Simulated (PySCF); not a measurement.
**C5H9FN2Si (SMILES N#C[C@]1(F)CCNC[SiH2]1): density, localisation and related maps**

```yaml
atoms:
  - { symbol: N, position_ang: [-1.7002, 1.0966, 2.3615] }
  - { symbol: C, position_ang: [-1.4896, 0.9268, 1.2495] }
  - { symbol: C, position_ang: [-1.1498, 0.7213, -0.1335] }
  - { symbol: F, position_ang: [-2.1140, 1.3528, -0.9337] }
  - { symbol: C, position_ang: [-1.1377, -0.7713, -0.4670] }
  - { symbol: C, position_ang: [-0.0144, -1.5124, 0.2767] }
  - { symbol: N, position_ang: [1.3307, -1.1663, -0.1215] }
  - { symbol: C, position_ang: [1.7376, 0.1881, 0.2341] }
  - { symbol: Si, position_ang: [0.5801, 1.5269, -0.4983] }
  - { symbol: H, position_ang: [-1.0001, -0.8782, -1.5469] }
  - { symbol: H, position_ang: [-2.1028, -1.2136, -0.2064] }
  - { symbol: H, position_ang: [-0.1359, -2.5866, 0.1103] }
  - { symbol: H, position_ang: [-0.1032, -1.3250, 1.3516] }
  - { symbol: H, position_ang: [1.4496, -1.3190, -1.1182] }
  - { symbol: H, position_ang: [2.7704, 0.3175, -0.0916] }
  - { symbol: H, position_ang: [1.7435, 0.2426, 1.3271] }
  - { symbol: H, position_ang: [0.6558, 2.8280, 0.1539] }
  - { symbol: H, position_ang: [0.6712, 1.5780, -1.9593] }
```

Geometry: GFN2-xTB.

These are results of PySCF, PBE0/pcSseg-1, SCF density, gas phase, non-relativistic, not measurements.

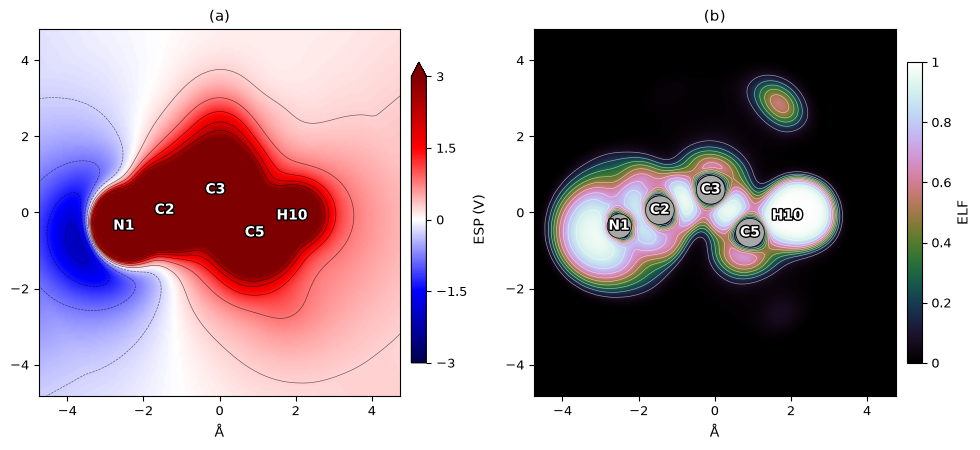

Figure 1. (a) electrostatic potential; (b) ELF on the plane of atoms C2, C3 and C5. Grey discs cover the atomic cores in the ELF map.

Question: Interpret the plot.

Answer: Atoms in the plane: N, C and H. C–N (1.14 Å): the ELF peaks at about 0.85 between the atoms: a short, multiple covalent bond. C–C (1.44 Å): the ELF peaks at about 0.95 between the atoms (a covalent bond). C–C (1.53 Å): the ELF peaks at about 0.95 between the atoms; a shared electron pair. C–H (1.09 Å): the ELF climbs to about 1 towards the hydrogen, as it does in any bond to H (a covalent bond by its length). The ELF also peaks beside N1, away from the bonds: lone-pair regions. Outside the dense part of the molecule the potential is most negative (−2.1 V) near N1.

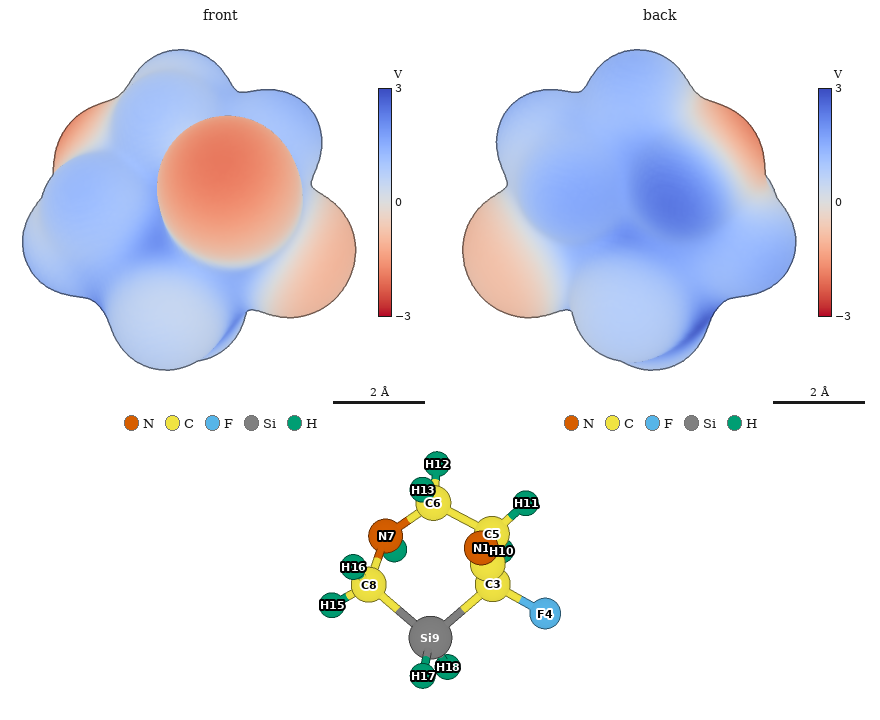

Figure 2. The molecular electrostatic potential painted on the density surface at 0.004 e/bohr³, seen from the front and from behind; red is negative and blue positive. The bare structure is drawn below in the same view.

Question: Describe the electrostatic potential map.

Answer: The most negative region (about −1.9 V) lies over N1, the most positive (about +2.4 V) over Si9. N1 is the likeliest acceptor of a hydrogen bond.
